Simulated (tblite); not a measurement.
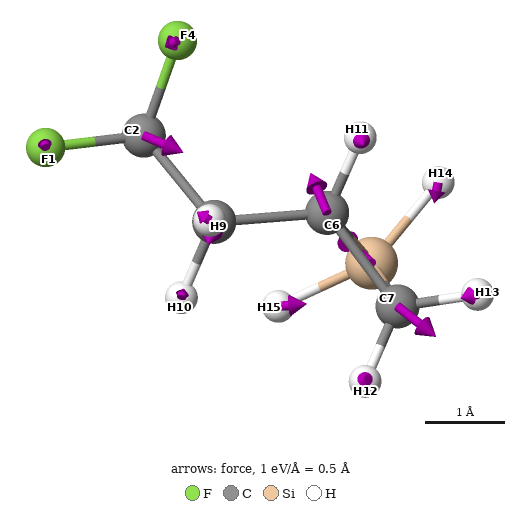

Starting geometry of C$_{4}$H$_{7}$F$_{3}$Si with the computed forces as purple arrows. A ball-and-stick model, seen from a free direction.

Theory: tblite 0.8.0, GFN2-xTB geometry optimisation, gas phase. 

Is this structure relaxed? If not, where do the atoms go?

Answer. It isn't relaxed: the largest force vector, on the Si atom, is 2.04 eV/Å. The final displacements follow the starting forces only in part (cosine between the two patterns 0.41). Over 42 geometry steps the energy falls by 0.321 eV. An H atom moves most after the best rigid fit: 0.27 Å. By element the largest moves are H 0.27 Å, Si 0.13 Å, C 0.09 Å, F 0.08 Å. Near-neighbour distances that change, for instance: C–Si 1.843 → 1.884 Å, C–C 1.497 → 1.537 Å, H–Si 1.486 → 1.450 Å, C–C 1.529 → 1.513 Å. Bond angles that change, for instance: C–Si–H 107.8° → 117.1°, Si–C–H 115.0° → 121.0°, Si–C–H 113.8° → 119.0°. The run took 0.2 s on 1 thread of Intel(R) Xeon(R) 6975P-C (shared host).
